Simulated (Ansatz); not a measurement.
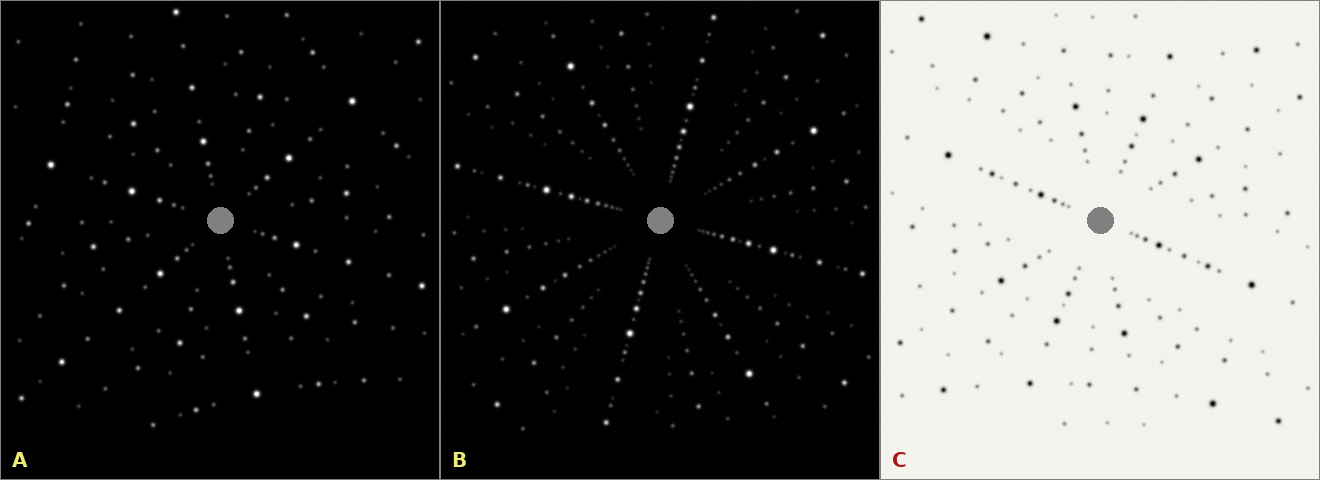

Simulated back-reflection Laue patterns (white X-rays, 0.45 to 2.2 Å, flat plate covering ±45° about the beam, kinematic intensities, seen from the source). Crystal: Be3SnN, space group Pm-3m (No. 221), a = 4.490 Å. Structure: the geometry relaxed with Ansatz 0.2.0, DFT PBE, scalar-relativistic, plane waves, PAW; the starting structure was generated, so it need not be a known form of this composition.

```cif
data_structure
_symmetry_space_group_name_H-M 'Pm-3m'
_symmetry_Int_Tables_number 221
_cell_length_a 4.4898
_cell_length_b 4.4898
_cell_length_c 4.4898
_cell_angle_alpha 90.000
_cell_angle_beta 90.000
_cell_angle_gamma 90.000
_cell_volume 90.51
loop_
_atom_site_label
_atom_site_type_symbol
_atom_site_symmetry_multiplicity
_atom_site_Wyckoff_symbol
_atom_site_fract_x
_atom_site_fract_y
_atom_site_fract_z
_atom_site_occupancy
Be1 Be 3 c 0.00000 0.50000 0.50000 1
Sn1 Sn 1 b 0.50000 0.50000 0.50000 1
N1 N 1 a 0.00000 0.00000 0.00000 1
```

Question: The directions [001], [110], [111] point towards the source, in some order. Which is which?

Answer: A: [111], symmetry 3m (a threefold axis with three mirror lines). B: [001], symmetry 4mm (a fourfold axis with mirror lines). C: [110], symmetry 2mm (a twofold axis with two mirror lines). The Laue class is m-3m.
